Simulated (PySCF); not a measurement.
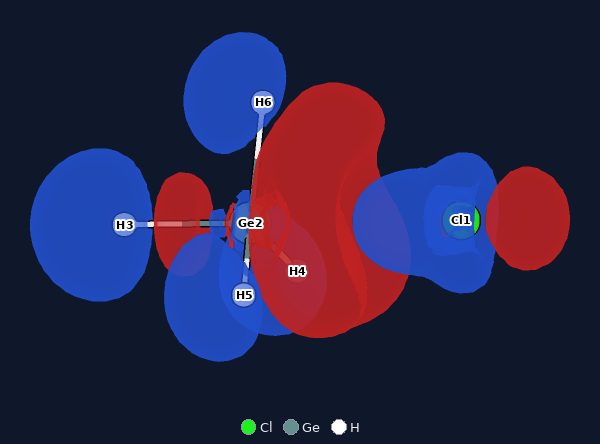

Figure 1: ClGeH4, charge −1, SMILES `[Cl-].[GeH4]`. Density of the complex less the densities of the two fragments at the same geometry, ±0.01 e/Å³ (blue: gain, red: loss). Fragment A: Cl(−1) (atom 1); fragment B: GeH4.

Computed with PySCF, B3LYP/def2-SVPD, geometry: GFN2-xTB. GFN2-xTB bond lengths at metals and heavier atoms can be off by up to 0.1 Å and shapes distorted, which carries into these values.

Coordinates in Å:

```
Cl1      1.8156   -0.0000    0.0000
Ge2     -0.8320    0.0000    0.0000
H3      -2.4118   -0.0001   -0.0002
H4      -0.6096   -0.5231   -1.3738
H5      -0.6099   -0.9285    1.1395
H6      -0.6096    1.4513    0.2339
```

Which way does charge flow?

Answer. Hirshfeld charges show 0.095 e passing from A to B. By Hirshfeld charges, electrons gather most on H3 (−0.096 e) and leave Cl1 most (+0.095 e); 0.37 e is displaced in all.

What is the interaction energy, and which contacts carry it?

Answer. The counterpoise-corrected interaction energy of the frozen fragments is −5.8 kcal/mol without dispersion correction and −7.9 kcal/mol with D3(BJ). The pair geometry is semi-empirical, not a minimum at this level. Contacts: Cl1···Ge2, 2.65 Å, ρ = 0.038 a.u. The pose is a local one from a semi-empirical search, not shown to be the most stable.
